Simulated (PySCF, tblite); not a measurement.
# C₆H₈NOSi radical: geometry, infrared bands and EPR parameters

Aim: predict the infrared bands and EPR parameters of C₆H₈NOSi radical (`[H]/N=[C]/c1ccc([SiH2]C)o1`).

Computed with tblite 0.8.0 and PySCF 2.14.0, with density-fitted response routines of our own, on a single molecule in the gas phase. Atoms are numbered from 0 throughout.

## Step 1: Starting geometry

17 atoms, charge 0, multiplicity 2; geometry from: force field or distance geometry start.

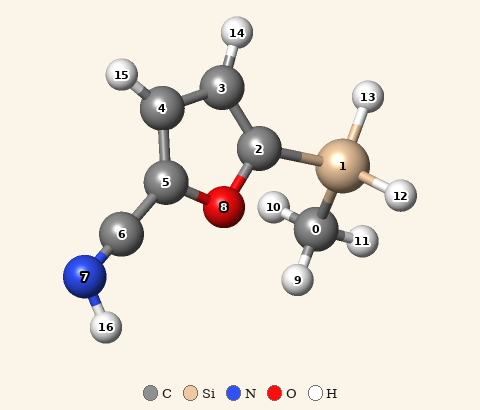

As it starts; carbon grey, silicon light orange, nitrogen blue, oxygen red, hydrogen white, atoms numbered.

## Step 2: Relaxing the molecule with GFN2-xTB

What the job is given:

```
{"job": {"kind": "relax", "xc": "GFN2-xTB", "basis": "xTB"}, "charge": 0, "multiplicity": 2}
C     -2.594600     0.449100    -0.954400
Si    -1.922100     0.623500     0.743400
C     -0.191700    -0.109200     0.698500
C      0.449200    -1.096900     1.406600
C      1.766900    -1.211500     0.913400
C      1.851800    -0.276200    -0.096300
C      2.921200     0.086400    -0.962800
N      3.806300     0.386500    -1.671700
O      0.691400     0.392900    -0.233700
H     -2.005200     1.003000    -1.677500
H     -2.636500    -0.596900    -1.272300
H     -3.627900     0.839600    -1.003100
H     -1.871400     2.045000     1.182900
H     -2.739900    -0.142600     1.724300
H      0.012500    -1.678900     2.219500
H      2.549000    -1.879700     1.240400
H      3.534100     1.177800    -2.267300
```

Started as:

```sh
$ OMP_NUM_THREADS=1 python probes_run.py task.json out
```

The driver reads the jobs from task.json and runs them one after another.

Output:

```text
step      E/eV     max force
  0    -693.84064    7.730
  1    -693.56791   10.514
  2    -694.17626    2.138
  3    -694.22863    1.490
  4    -694.26834    1.053
  5    -694.36859    1.413
  6    -694.39185    0.697
  7    -694.44535    1.003
  8    -694.49401    1.576
  9    -694.54263    1.775
 10    -694.59541    1.078
 11    -694.64561    1.000
 12    -694.66212    1.290
 13    -694.69412    0.539
 14    -694.71998    0.628
 15    -694.73405    0.614
 16    -694.74881    0.388
 17    -694.75781    0.235
 18    -694.76792    0.295
 19    -694.77839    0.480
 20    -694.78531    0.293
 21    -694.79454    0.260
 22    -694.80238    0.284
 23    -694.81081    0.311
 24    -694.82131    0.266
 25    -694.83101    0.264
 26    -694.83907    0.278
 27    -694.84547    0.233
 28    -694.85026    0.191
 29    -694.85506    0.184
 30    -694.85868    0.140
 31    -694.86153    0.165
 32    -694.86424    0.156
 33    -694.86702    0.184
 34    -694.86980    0.136
 35    -694.87201    0.123
 36    -694.87391    0.130
 37    -694.87630    0.153
 38    -694.87912    0.136
 39    -694.88165    0.205
 40    -694.88349    0.091
 41    -694.88462    0.101
 42    -694.88548    0.086
 43    -694.88639    0.075
 44    -694.88786    0.101
 45    -694.88932    0.093
 46    -694.89067    0.103
 47    -694.89150    0.081
 48    -694.89214    0.061
 49    -694.89284    0.083
 50    -694.89371    0.077
 51    -694.89450    0.075
 52    -694.89510    0.058
 53    -694.89565    0.077
 54    -694.89635    0.104
 55    -694.89717    0.102
 56    -694.89798    0.078
 57    -694.89869    0.070
 58    -694.89940    0.070
 59    -694.90010    0.081
 60    -694.90068    0.066
 61    -694.90106    0.050
 62    -694.90136    0.051
 63    -694.90168    0.046
 64    -694.90197    0.063
 65    -694.90214    0.045
 66    -694.90222    0.029
 67    -694.90228    0.025
 68    -694.90238    0.031
 69    -694.90248    0.045
 70    -694.90255    0.044
 71    -694.90259    0.019
 72    -694.90263    0.019
 73    -694.90269    0.029
 74    -694.90276    0.042
 75    -694.90282    0.050
 76    -694.90289    0.031
 77    -694.90297    0.020
 78    -694.90305    0.020
 79    -694.90311    0.024
 80    -694.90316    0.023
 81    -694.90320    0.018
 82    -694.90325    0.021
 83    -694.90333    0.022
 84    -694.90341    0.027
 85    -694.90348    0.021
 86    -694.90353    0.021
 87    -694.90360    0.022
 88    -694.90366    0.021
 89    -694.90372    0.023
 90    -694.90377    0.021
 91    -694.90383    0.028
 92    -694.90390    0.026
 93    -694.90396    0.018
 94    -694.90400    0.014
 95    -694.90402    0.012
 96    -694.90404    0.012
 97    -694.90406    0.009
```

Run time: 1.2 s. Hardware: 1 thread of Arm Neoverse N1, shared host; peak memory 0.18 GiB.

Relaxation path: (not every step is listed) (the energy doesn't fall at every step)

```tsv
step	energy from step 0 (eV)	largest force (eV/Å)
0	0.0000	7.7304
1	0.2727	10.5141
2	-0.3356	2.1383
3	-0.3880	1.4905
4	-0.4277	1.0530
5	-0.5280	1.4126
6	-0.5512	0.6968
7	-0.6047	1.0027
8	-0.6534	1.5765
16	-0.9082	0.3878
24	-0.9807	0.2657
32	-1.0236	0.1558
40	-1.0429	0.0907
48	-1.0515	0.0608
56	-1.0573	0.0778
64	-1.0613	0.0625
72	-1.0620	0.0189
80	-1.0625	0.0228
88	-1.0630	0.0205
92	-1.0633	0.0264
93	-1.0633	0.0182
94	-1.0634	0.0142
95	-1.0634	0.0120
96	-1.0634	0.0122
97	-1.0634	0.0092
```

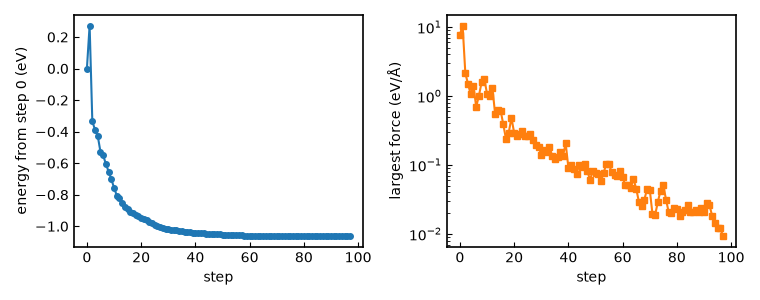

Energy and force, step by step.

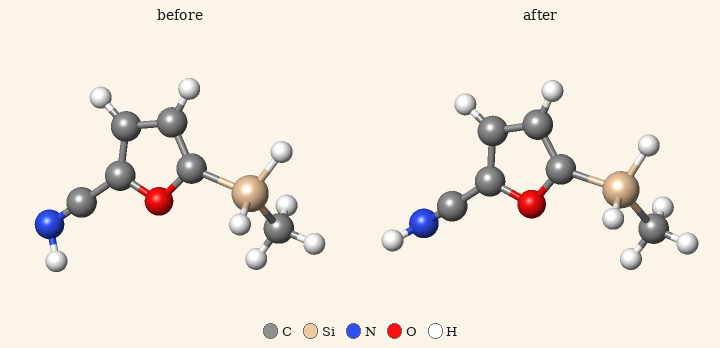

Before and after, at one scale.

Close pairs (by a distance rule), those that changed most:

```tsv
bond	before (Å)	after (Å)	change (Å)
C5–C6	1.423	1.343	-0.080
C0–Si1	1.834	1.898	+0.064
C6–N7	1.173	1.218	+0.045
C4–C5	1.379	1.415	+0.036
Si1–H13	1.489	1.467	-0.022
C3–C4	1.412	1.390	-0.022
C5–O8	1.347	1.368	+0.022
C0–H11	1.106	1.086	-0.020
```

The end geometry stands in the next job.

## Step 3: Vibrational analysis with GFN2-xTB

What the job is given:

```
{"job": {"kind": "ir", "xc": "GFN2-xTB", "basis": "xTB"}, "charge": 0, "multiplicity": 2}
C     -2.771871     0.457495    -0.945284
Si    -1.976100     0.523545     0.776822
C     -0.217644    -0.097610     0.660335
C      0.512795    -1.006263     1.399006
C      1.797000    -1.067068     0.870875
C      1.805507    -0.165247    -0.219952
C      2.843766     0.208454    -0.985755
N      3.679377     0.201868    -1.871400
O      0.575296     0.424573    -0.323535
H     -2.180531     1.011467    -1.669408
H     -2.856922    -0.564353    -1.305441
H     -3.769156     0.887495    -0.932577
H     -1.990428     1.910581     1.266188
H     -2.674114    -0.346143     1.729669
H      0.138827    -1.565005     2.233643
H      2.626268    -1.666566     1.185078
H      4.450932     0.864807    -1.878176
```

Output:

```text
mode    cm-1     km/mol
  1      25.1      0.74
  2      73.5      0.58
  3      96.7      0.55
  4     122.9      0.23
  5     138.0      3.06
  6     181.5      1.16
  7     229.0      1.85
  8     258.1      2.94
  9     417.6     12.63
 10     455.6     70.22
 11     477.8     41.78
 12     546.8      3.46
 13     567.8      3.04
 14     582.3     11.28
 15     602.6      7.45
 16     641.5     30.11
 17     682.1    215.35
 18     729.0     14.84
 19     754.9    105.78
 20     775.7    216.27
 21     827.0     89.00
 22     835.1    272.16
 23     841.6      3.04
 24     913.4     46.75
 25     928.5     11.27
 26    1033.5    170.01
 27    1044.6    346.31
 28    1139.8     22.32
 29    1182.8     70.42
 30    1227.7      9.30
 31    1358.3     73.47
 32    1368.6     11.39
 33    1371.8     12.60
 34    1459.4     37.42
 35    1483.9      0.27
 36    1485.8      0.31
 37    2095.0    699.56
 38    2192.6    373.57
 39    2234.5    287.48
 40    3033.0     29.60
 41    3036.5     23.39
 42    3041.1     28.45
 43    3168.2     18.04
 44    3183.3     23.94
 45    3253.9     42.91
```

It took 1.1 s on 1 thread of Arm Neoverse N1, shared host; peak memory 0.18 GiB.

Which atoms move in the most intense modes:

```tsv
cm⁻¹	km/mol	atoms
682	215.3	H12 42 %, H13 34 %, H11 10 %
776	216.3	H13 42 %, H12 37 %, Si1 11 %
835	272.2	H11 36 %, H10 18 %, C0 14 %
1034	170.0	H14 39 %, H15 29 %, H16 13 %
1045	346.3	H16 62 %, H15 14 %, N7 11 %
2095	699.6	C6 67 %, N7 25 %
2193	373.6	H12 95 %
2234	287.5	H13 95 %
```

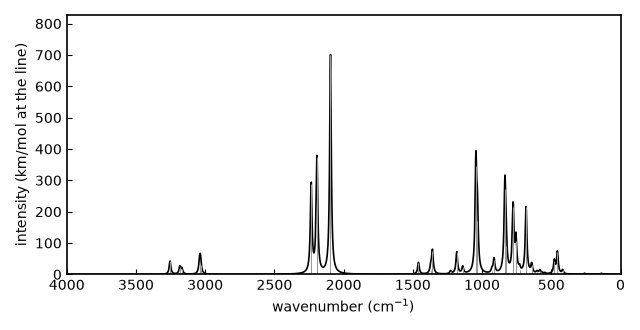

The infrared spectrum from these modes, unscaled. Lines are broadened to a width of 14 cm⁻¹ (Lorentzian).

## Step 4: g tensor and hyperfine couplings: B3LYP/pcH-1

Settings changed since step 3:

```diff
@@ -1,2 +1,2 @@
-{"job": {"kind": "ir", "xc": "GFN2-xTB", "basis": "xTB"}, "charge": 0, "multiplicity": 2}
+{"job": {"kind": "epr", "basis": "pcH-1"}, "charge": 0, "multiplicity": 2}
 C     -2.771871     0.457495    -0.945284
```

With the program's defaults for keys left out, this is: UKS B3LYP, pcH-1 on C H N O Si, non-relativistic, mean-field spin-orbit, GIAO.

Output:

```text
UKS, coarse grid
  cycle   1  E = -652.76870197  |g| = 4.74e-01
  cycle   2  E = -652.64974274  |g| = 7.19e-01
  cycle   3  E = -652.85809917  |g| = 1.34e-01
  cycle   4  E = -652.86471073  |g| = 6.11e-02
  cycle   5  E = -652.86646951  |g| = 2.07e-02
  cycle   6  E = -652.86668703  |g| = 8.08e-03
  cycle   7  E = -652.86673584  |g| = 4.69e-03
  cycle   8  E = -652.86675297  |g| = 2.97e-03
  cycle   9  E = -652.86676047  |g| = 9.96e-04
UKS, final grid
  cycle   1  E = -652.86677236  |g| = 1.46e-03
  cycle   2  E = -652.86677041  |g| = 2.54e-03
  cycle   3  E = -652.86677341  |g| = 3.56e-04
  cycle   4  E = -652.86677347  |g| = 9.38e-05
  cycle   5  E = -652.86677349  |g| = 9.09e-05
  cycle   6  E = -652.86677350  |g| = 3.55e-05
  cycle   7  E = -652.86677350  |g| = 1.00e-05
E = -652.86677350 Eh   <S^2> = 0.7724 (exact 0.7500)
g shifts (ppm)      1          2          3
  rmc          -178       -178       -178
  gc             34          3        -27
  oz_so       -1779         42       1387
  total       -1923       -133       1182
hyperfine (MHz)  atom isotope    a_iso     a_fc   dipolar eigenvalues
    0   13C       9.08       9.08     -0.88     -0.70      1.57
    1  29Si      15.50      15.52     -0.84     -0.56      1.40
    2   13C      28.65      28.66    -27.18    -25.82     53.00
    3   13C     -25.01     -25.02    -17.18      7.98      9.20
    4   13C      33.03      33.04    -28.52    -28.28     56.81
    5   13C     -26.66     -26.67    -21.92      7.98     13.95
    6   13C      43.04      43.26    -41.34    -37.60     78.95
    7   14N      19.06      19.12     -8.56     -6.58     15.14
    8   17O      -8.46      -8.46    -25.91     11.88     14.03
    9    1H      -0.55      -0.55     -1.21     -0.40      1.60
   10    1H      -0.50      -0.50     -1.15     -0.60      1.75
   11    1H       1.05       1.05     -0.78     -0.53      1.31
   12    1H      23.71      23.71     -1.42     -0.80      2.22
   13    1H      -0.76      -0.76     -1.54     -1.07      2.60
   14    1H       6.35       6.35     -2.78     -0.51      3.29
   15    1H     -23.93     -23.94    -12.58     -0.87     13.45
   16    1H     134.91     134.93     -7.91     -4.79     12.70
```

Run time: 3.5 min. Hardware: 1 thread of Arm Neoverse N1, shared host; peak memory 1.1 GiB.

Principal g values 2.00040, 2.00219, 2.00350; g(iso) = 2.00203, against 2.00232 for a free electron.

Hyperfine couplings; where a row names several nuclei, a(iso) is their mean (it holds for fast rotation or exchange) and the dipolar term the largest among them:

```tsv
nuclei	isotope	a(iso) (MHz)	a(iso) (G, at g = 2.0023)	largest dipolar term (MHz)
H16	1H	134.9	48.1	12.7
C6	13C	43.0	15.4	78.9
C4	13C	33.0	11.8	56.8
C2	13C	28.7	10.2	53.0
C5	13C	-26.7	-9.5	-21.9
C3	13C	-25.0	-8.9	-17.2
H15	1H	-23.9	-8.5	13.5
N7	14N	19.1	6.8	15.1
Si1	29Si	15.5	5.5	1.4
H12, H13	1H	11.5	4.1	2.6
C0	13C	9.1	3.2	1.6
O8	17O	-8.5	-3.0	-25.9
H14	1H	6.3	2.3	3.3
H9, H10, H11	1H	0.0	0.0	1.8
```

Mulliken spin populations:

C0 0.01; Si1 0.00; C2 0.31; C3 -0.15; C4 0.36; C5 -0.14; C6 0.43; N7 0.07; O8 0.05; H9 0.00; H10 0.00; H11 0.00; H12 0.01; H13 0.00; H14 0.00; H15 -0.02; H16 0.04

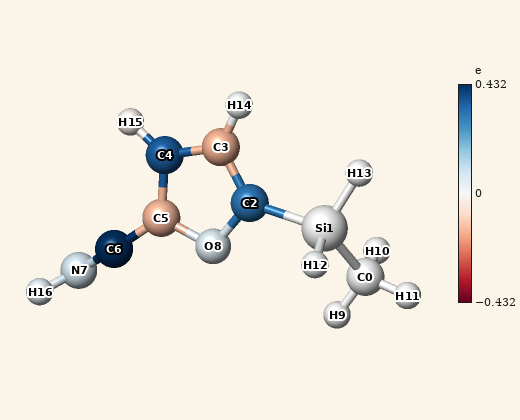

Mulliken spin populations, as colours on the atoms.

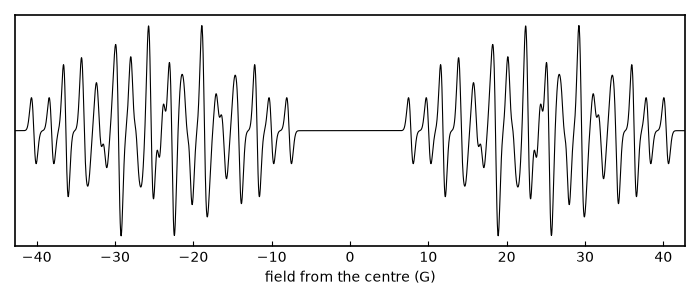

First-order isotropic spectrum (first derivative, main isotopes with spin only, couplings over 0.8 MHz, Gaussian width 0.3 G; couplings of the frozen geometry, rotation of groups not averaged beyond the rows shown).

The fields below are evaluated on a grid from the run's orbitals.

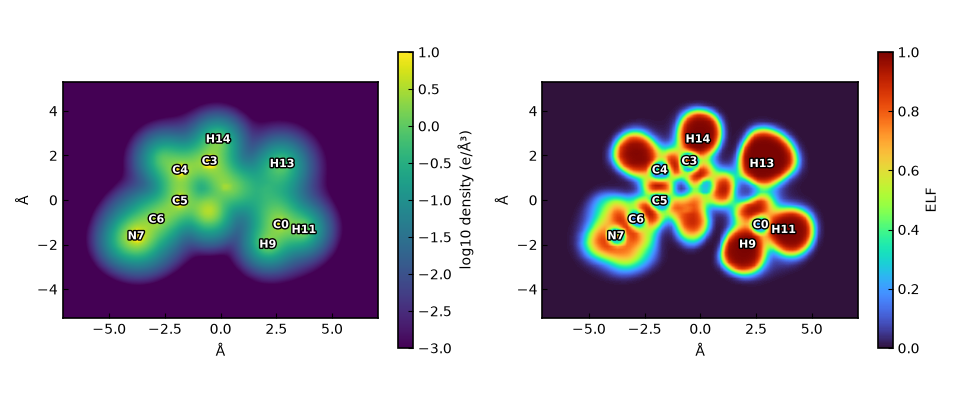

Density (left) and ELF (right) in a plane through or near 10 of the atoms.

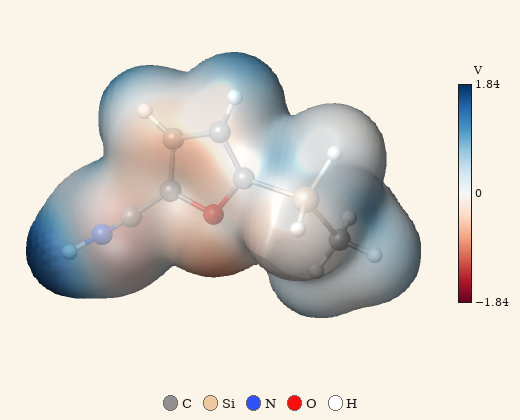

The potential that a unit positive charge feels on the 0.002 e/bohr³ surface, from -1.20 V near N7 to 1.84 V near H16.

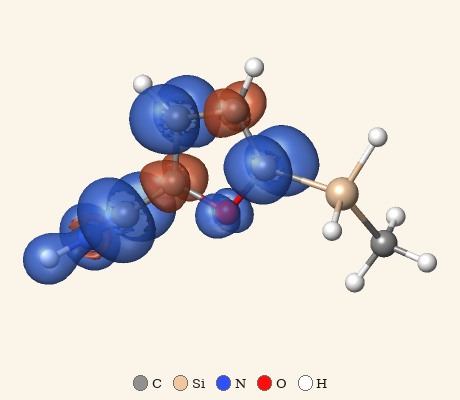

Spin density at ±0.02 e/Å³ (alpha excess blue, beta excess red).

## Step 5: What came out

| quantity | value |
| --- | --- |
| strongest single infrared mode (GFN2-xTB) | 2095 cm⁻¹, 700 km/mol |
| zero-point energy (GFN2-xTB) | 74.5 kcal/mol |
| g(iso) (B3LYP) | 2.00203 |
| ⟨S²⟩ | 0.772 (exact 0.75) |
| largest a(iso) (averaged by class) | 1H on H16, 134.9 MHz |
| potential on the surface of density 0.002 e/bohr³, 1st and 99th percentile | -1.20 V and 1.84 V |

In words: The optimisation took 97 steps and gained 1.063 eV; among the close pairs (by a distance rule), C5–C6 changed most, from 1.423 to 1.343 Å. All 45 modes are real, so the xTB geometry is a minimum. The strongest single mode, at 2095 cm⁻¹, moves mainly C6. GFN2-xTB is a fitted tight-binding method: band positions and strengths are rough. Its intensities can rank the bands wrongly. The largest spin populations lie on C6 (0.43 e), C4 (0.36 e), C2 (0.31 e). The isotropic g lies 0.3 ppt below the free-electron value. These values are for one conformer; the search (at its own cheap level) found 2 more, at 0.25, 0.43 kcal/mol, and measured spectra average over such forms.
